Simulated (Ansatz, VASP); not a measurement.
**MoS2: VASP beside Ansatz**

Aim: how closely do two programs agree when they are given the same cell, functional and k mesh? The cell comes out of the VASP series on this material, whose earlier steps may have relaxed, scaled or displaced it; both programs get it as it stands.

Program: Ansatz 0.2.0. Level of theory: plane waves, with VASP 6.6.1 beside it; zone-centre phonons at PBE and elastic constants at PBE. Results are calculated unless marked as measured.

**1. Set-up**

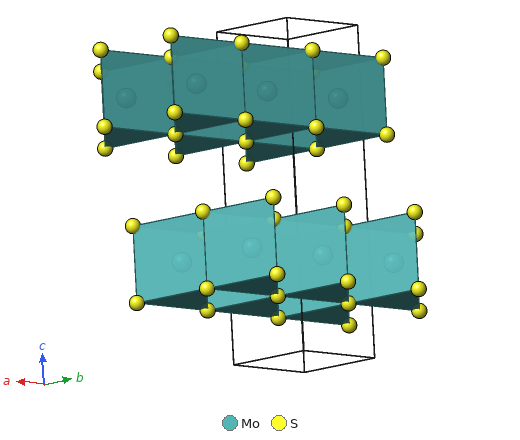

The starting structure, seen from a free direction (molybdenum teal, sulfur yellow). 3×2×1 cells are drawn. Some periodic images of atoms are drawn too.

Structure file:

```cif
data_structure
_symmetry_space_group_name_H-M 'P6_3/mmc'
_symmetry_Int_Tables_number 194
_cell_length_a 3.1830
_cell_length_b 3.1830
_cell_length_c 13.5253
_cell_angle_alpha 90.000
_cell_angle_beta 90.000
_cell_angle_gamma 120.000
_cell_volume 118.67
loop_
_atom_site_label
_atom_site_type_symbol
_atom_site_symmetry_multiplicity
_atom_site_Wyckoff_symbol
_atom_site_fract_x
_atom_site_fract_y
_atom_site_fract_z
_atom_site_occupancy
Mo1 Mo 2 c 0.33333 0.66667 0.25000 1
S1 S 4 f 0.33333 0.66667 0.63451 1
```

**2. Ansatz: zone-centre phonons, PBE**

Ansatz runs on its default PAW (the set named soft_2) files.

Second derivatives magnify differences that forces hide, and they need a tight electronic threshold.

input.yaml reads:

```yaml
crystal:
  lattice:
    - [3.1830027894, 0.0, 0.0]
    - [-1.5915013947, 2.7565612759, 0.0]
    - [0.0, 0.0, 13.5252523405]
  atoms:
    - { symbol: Mo, position: [0.3333333333, 0.6666666667, 0.25] }
    - { symbol: Mo, position: [0.6666666667, 0.3333333333, 0.75] }
    - { symbol: S, position: [0.3333333333, 0.6666666667, 0.6345095549] }
    - { symbol: S, position: [0.6666666667, 0.3333333333, 0.1345095549] }
    - { symbol: S, position: [0.3333333333, 0.6666666667, 0.8654904451] }
    - { symbol: S, position: [0.6666666667, 0.3333333333, 0.3654904451] }
hamiltonian:
  xc: pbe
  pseudopotentials: { kind: paw }
kpoints:
  mp_grid: { grid: [7, 7, 2] }
scf:
  occupations: { method: fixed }
phonons:
  method: dfpt
  qpoints: [[0, 0, 0]]
  dielectric: true
  rigid_motions: translations
```

Run with:

```console
ansatz run input.yaml --threads 4 --pin off --max-ram 9216MiB --backend cpu --events-out ev --progress --plain --runs-dir out
```

Numbers of over 12 decimals in the logs are rounded to 6 here.

Log:

```text
Engine: ansatz 0.2.0, aarch64-unknown-linux-gnu
Pseudopotentials: kind: paw
Pseudopotential: Mo, paw, valence charge 14, recommended cutoff 420 eV (normal), Mo.paw.azcp
Pseudopotential: S, paw, valence charge 6, recommended cutoff 420 eV (normal), S.paw.azcp
Functional definition: PBE
  parameter kappa = 0.804
  parameter beta = 0.066725
  exchange = pbe_x(kappa = kappa, mu = beta*pi^2/3)
  correlation = pbe_c(beta = beta)
Crystal: 6 atoms, lattice volume = 118.672 Å³
Basis set: ecut = 420 eV, 2361 PW (Γ), exchange–correlation on 48×48×192 points (8 copies of the dense FFT grid, shifted against one another)
Bands: 32, of which v1, the nominal top of the filled ones, is band 26 counted from 1 (25 counted from 0)
Symmetry: 24 space group operations
k-points: 32 of 98 (irreducible under 2 space group operations, time reversal used)
Non-local potential: Mo, projectors of the file, l = 0: 3, l = 1: 2, l = 2: 2, l = 3: 1
Non-local potential: S, projectors of the file, l = 0: 2, l = 1: 2, l = 2: 2
PAW form: soft (Blöchl's): semilocal exchange-correlation on the pseudo side does not see the compensation charge
PAW one-centre angular grid: Mo, 590 points (default); XC on 64 Gauss nodes
PAW one-centre angular grid: S, 110 points (default); XC on 64 Gauss nodes
Initial density: superposition of atomic densities (neutral atoms: chi_scale 0, normalization atom), corrected by the library's trained network
Initial wavefunctions: pseudopotential atomic-orbital guess
Functional: x = pbe(κ = 0.804, μ = 0.219515), c = pbe(β = 0.066725)
SCF iter   1: F=—  HF=-13525.618267 eV  |F-HF|=—  |Δ(HF+E_count)|=         —  Δρ=5.25e-3  dr2=1.53e-2  ethr=1.77e-3  ⟨swp⟩=5.7  Hψ=4113  notcnv=0  defer=101
preconditioner: auto → Resta (q_TF=auto, 2.378 Å⁻¹)  ε∞=8.1  [insulator: Δε(μ)=1.380 eV  Ē_g=7.673 eV  n_scr=28 (ndim 8)  ℏωp=20.5 eV  f_vac=0.103  ε∞_Penn≈8.1]
SCF iter   2: F=—  HF=-13525.626463 eV  |F-HF|=—  |Δ(HF+E_count)|=   8.20e-3  Δρ=2.98e-3  dr2=3.27e-3  ethr=2.94e-5  ⟨swp⟩=2.6  Hψ=1983  notcnv=0  defer=126
SCF iter   3: F=—  HF=-13525.630867 eV  |F-HF|=—  |Δ(HF+E_count)|=   4.40e-3  Δρ=1.24e-3  dr2=1.41e-3  ethr=6.29e-6  ⟨swp⟩=2.0  Hψ=1470  notcnv=0  defer=126
SCF iter   4: F=—  HF=-13525.631778 eV  |F-HF|=—  |Δ(HF+E_count)|=   9.11e-4  Δρ=1.44e-4  dr2=4.53e-5  ethr=2.70e-6  ⟨swp⟩=2.0  Hψ=1482  notcnv=0  defer=126
SCF iter   5: F=—  HF=-13525.631813 eV  |F-HF|=—  |Δ(HF+E_count)|=   3.54e-5  Δρ=4.68e-5  dr2=8.21e-6  ethr=8.71e-8  ⟨swp⟩=2.0  Hψ=1535  notcnv=0  defer=62
SCF iter   6: F=—  HF=-13525.631816 eV  |F-HF|=—  |Δ(HF+E_count)|=   2.59e-6  Δρ=1.34e-5  dr2=2.92e-7  ethr=1.58e-8  ⟨swp⟩=2.0  Hψ=1399  notcnv=0  defer=56
SCF iter   7: F=—  HF=-13525.631815 eV  |F-HF|=—  |Δ(HF+E_count)|=   1.34e-6  Δρ=2.85e-6  dr2=8.40e-9  ethr=5.61e-10  ⟨swp⟩=2.0  Hψ=1494  notcnv=0  defer=56
SCF iter   8: F=—  HF=-13525.631815 eV  |F-HF|=—  |Δ(HF+E_count)|=   2.26e-8  Δρ=4.74e-7  dr2=2.95e-10  ethr=1.62e-11  ⟨swp⟩=2.2  Hψ=1597  notcnv=0  defer=56
SCF iter   9: F=-13525.631815 eV  HF=-13525.631815 eV  |F-HF|=6.73e-11  |Δ(HF+E_count)|=   1.05e-9  Δρ=1.13e-7  dr2=2.18e-11  ethr=1.00e-12  ⟨swp⟩=13.9  Hψ=6716  notcnv=0
SCF 1 converged in 9 iterations: F = -13525.631815 eV  dr2 = 2.18e-11
  greatest PAW one-centre occupation: 0.998 electrons in one spin orbital (limit 2), on the Mo atom at site 1 (counted from 0), in its partial waves of l = 0
NSCF: frozen V_eff on 6 k-points
DFPT response loops at Γ: preconditioner auto → Resta (q_TF=auto, 2.378 Å⁻¹)  ε∞=6.6 (no band partly filled); β = 1.00, the filter's whole step (`scf.mixing.beta` (0.50) is not read by the response loops at its default; to damp them type it under 1.00, their step now; it binds the ground state too); Broyden in place of MSR1
── the response to a field inside a basis, on 8×8×2 k-points: an SCF that follows is theirs, and a resumed run solves both again ──
Bands: 27, of which v1, the nominal top of the filled ones, is band 26 counted from 1 (25 counted from 0)
k-points: 20 of 128 (irreducible under 8 space group operations)
Initial density: handed on by an earlier stage of this run
Initial wavefunctions: pseudopotential atomic-orbital guess (no wavefunctions were taken with the density)
Eigensolver: Dense (20 Hₖ)
SCF iter   1: F=—  HF=-13525.569582 eV  |F-HF|=—  |Δ(HF+E_count)|=         —  Δρ=2.70e-4  dr2=2.21e-5  ethr=1.00e-1
preconditioner: auto → Resta (q_TF=auto, 2.378 Å⁻¹)  ε∞=9.3  [insulator: Δε(μ)=1.442 eV  Ē_g=7.080 eV  n_scr=28 (ndim 8)  ℏωp=20.5 eV  f_vac=0.102  ε∞_Penn≈9.3]
SCF iter   2: F=—  HF=-13525.569596 eV  |F-HF|=—  |Δ(HF+E_count)|=   1.37e-5  Δρ=1.45e-4  dr2=6.68e-6  ethr=4.25e-8
SCF iter   3: F=—  HF=-13525.569602 eV  |F-HF|=—  |Δ(HF+E_count)|=   6.87e-6  Δρ=4.01e-5  dr2=3.28e-6  ethr=1.28e-8
SCF iter   4: F=-13525.569602 eV  HF=-13525.569602 eV  |F-HF|=8.90e-9  |Δ(HF+E_count)|=   3.04e-7  Δρ=8.63e-6  dr2=8.54e-8  ethr=6.31e-9
SCF 1 converged in 4 iterations: F = -13525.569602 eV  dr2 = 8.54e-8
DFPT response loops at Γ: preconditioner auto → Resta (q_TF=auto, 2.378 Å⁻¹)  ε∞=6.4 (no band partly filled); β = 1.00, the filter's whole step (`scf.mixing.beta` (0.50) is not read by the response loops at its default; to damp them type it under 1.00, their step now; it binds the ground state too); Broyden in place of MSR1
WARN: field response: ε∞ stands inside a basis, on 8×8×2 points; the force constants stand on the 7×7×2 k-mesh, whose period is 12.71 times the interband length at k = (0.2857, 0.2857, 0.0000), direct gap 2.092 eV, under 14: take them and everything formed from them as unconverged, and compare with a denser kpoints.mp_grid
SCF converged after 9 iterations
Free energy (F): -13525.631815 eV
Harris-Foulkes:  -13525.631815 eV  (|F-HF|=6.73e-11)
Internal energy: -13525.631815 eV  (E = F + TS)
E sigma→0 (E₀):  -13525.631815 eV
Fermi energy:    9.055953 eV
--- Per-component energies (eV) ---
  E_band       = -392.910461
  E_kinetic    = 1310.222611
  E_local      = -4802.128867  (includes V_loc(G=0)·N_el)
  E_nonlocal   = 398.173815
  E_hartree    = 1908.200868
  E_xc         = -756.303108
  E_vxc        = -809.017383  (∫ρ·V_xc dr)
  E_paw        = -8802.962064  (= ΣΔE_a)
  E_vpaw       = -306.562321  (= ΣTr[D̂ρ^β])
  E_aug_tail   = 0.000086  (compensation charges beyond the density's cutoff)
  E_ewald      = -2780.835156
  E_smearing   = -0.000000  (= −TS)
  E_closure    = 0.000000  (closes the sum)
  Σ components = -13525.631815   (vs F -13525.631815, Δ=0.00e0)
--- Band table (eV; the first three rows and the last of 32) ---
  k-point 0: bands = [... 22 lower, 7.1634, 7.5419, 8.3515, 9.0560, 11.4172, 11.4172, 11.4249, 11.4249, ... 2 higher]
  k-point 1: bands = [... 22 lower, 7.1582, 7.1582, 8.8141, 8.8141, 11.4205, 11.4205, 11.4205, 11.4205, ... 2 higher]
  k-point 2: bands = [... 22 lower, 7.3767, 7.9366, 8.2832, 8.6672, 10.9496, 11.1680, 11.2813, 11.3060, ... 2 higher]
  k-point 31: bands = [... 22 lower, 7.1969, 7.1969, 7.9503, 7.9503, 10.7810, 10.7810, 11.2166, 11.2166, ... 2 higher]
--- Phonons (Γ-DFPT): 4 representative perturbations + reference, on 32 of 98 k-points (Σ response iterations 13) ---
  k mesh reduced under 2 symmetry operations, with k and −k counted as one. Each operation leaves every solved perturbation unchanged. A smaller set is not considered because the run solves the response to a homogeneous field
  ASR residual: 8.242e-5 → 0.000e0 eV/Å²; symmetrization residual: 7.606e-6 eV/Å²
  ASR residual per site (eV/Å²): 8.24e-5 8.24e-5 4.53e-5 4.53e-5 4.53e-5 4.53e-5
  Γ frequencies (cm⁻¹): 0.00 0.00 0.00 12.32 12.32 22.56 276.71 276.71 277.03 277.03 373.49 373.49 373.53 373.53 397.14 398.13 457.94 459.12
  ε∞ (high-frequency dielectric tensor):
       13.947675    -0.000000    -0.000000
       -0.000000    13.947675    -0.000000
       -0.000000    -0.000000     4.336847
  ε⁰ (static dielectric tensor: ions relaxed, cell fixed):
       14.101080    -0.000000    -0.000000
       -0.000000    14.101080    -0.000000
       -0.000000    -0.000000     4.349818
  ε⁰ − ε∞ (ionic part):
        0.153405     0.000000     0.000000
        0.000000     0.153405     0.000000
        0.000000     0.000000     0.012971
  softest optical mode at Γ: 12.32 cm⁻¹; the repairs (sum rule, projections) moved no ω² at Γ by more than (1.24 cm⁻¹)²
  Born effective charges Z* (e; rows j = field, columns β = displacement):
    site 0:
        -0.99590   -0.00000    0.00000
        -0.00000   -0.99590   -0.00000
         0.00000   -0.00000   -0.35506
    site 1:
        -0.99590   -0.00000    0.00000
        -0.00000   -0.99590   -0.00000
         0.00000   -0.00000   -0.35506
    site 2:
         0.49795    0.00000   -0.00000
        -0.00000    0.49795   -0.00000
        -0.00000   -0.00000    0.17753
    site 3:
         0.49795    0.00000   -0.00000
         0.00000    0.49795    0.00000
        -0.00000    0.00000    0.17753
    site 4:
         0.49795    0.00000    0.00000
         0.00000    0.49795    0.00000
        -0.00000    0.00000    0.17753
    site 5:
[...]
Z* charge neutrality: 1.307e-2 e pre-enforcement
  solved inside a basis spanned on kpoints, on 8×8×2 k-points, its susceptibility summed on 16×16×4: ε∞ is read to err by 6.6e-2, Z* by 1.8e-2 e (field_mesh: kpoints solves on kpoints); Z* is corrected for what the basis lacks
  optical modes at Γ without the LO–TO term, one row a degenerate level:
      ω (cm⁻¹)  modes    IR ((D/Å)²/amu)
[...]
optical modes at Γ + LO–TO along q̂ = [1.0000, 0.0000, 0.0000]:
      ω (cm⁻¹)  modes    IR ((D/Å)²/amu)
[...]
optical modes at Γ + LO–TO along q̂ = [0.0000, 1.0000, 0.0000]:
      ω (cm⁻¹)  modes    IR ((D/Å)²/amu)
[...]
optical modes at Γ + LO–TO along q̂ = [0.0000, 0.0000, 1.0000]:
      ω (cm⁻¹)  modes    IR ((D/Å)²/amu)
[...]
276.71      2             0.0000
        277.03      2             0.0000
        373.49      2             2.3813
        373.53      2             0.0000
        397.14      1             0.0000
        398.13      1             0.0000
        458.63      1             0.1513
        459.12      1             0.0000
--- Phonons (arbitrary-q DFPT): 1 explicit q-point ---
  q = [0, 0, 0] (of the zone-centre solve; hermiticity 3.45e-7, symmetrization 1.58e-7): -0.00 0.00 0.00 12.32 12.32 22.56 276.71 276.71 277.03 277.03 373.49 373.49 373.53 373.53 397.14 398.13 457.94 459.12
  sum rule: each row above includes the acoustic sum rule's correction from the zone centre's row sums; it moved no ω² by more than (0.62 cm⁻¹)²
```

It took 100 s on 4 threads of Arm Neoverse N1, shared host; peak memory 0.9 GiB; 6.2 min of CPU time.

(Part 1 of 3 ends here.)

[Lines on the potential files, build, host, timing and source positions are cut from VASP's logs without a mark.]

[Logs are printed without paths, hosts, clocks, repeated set-up lines and the standing remarks that a program may print on its own settings, such as how far it seeks lower states.]

[Hosts, paths, dates, database ids (printed as entryN), source tags and the programs' standing remarks are cut or masked in the printed files.]
